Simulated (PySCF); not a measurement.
H₄Ge, SMILES [GeH4] at its PBE0/def2-SVP optimised geometry (Å):

```
5

Ge    -0.5124    -0.3623     0.0000
H      1.0248    -0.3623     0.0000
H     -1.0248    -1.0870    -1.2551
H     -1.0248    -1.0870     1.2551
H     -1.0248     1.0870     0.0000
```

Calculation: PBE0/def2-TZVP run with PySCF.

Map of the electrostatic potential (hartree/e), clipped to [-0.08, 0.12] on the plane z = 0.8 Å:

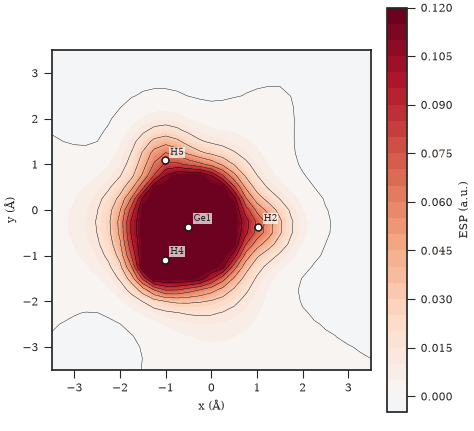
Fig. 1. Electrostatic potential (hartree/e), clipped to [-0.08, 0.12] on the plane z = 0.8 Å.
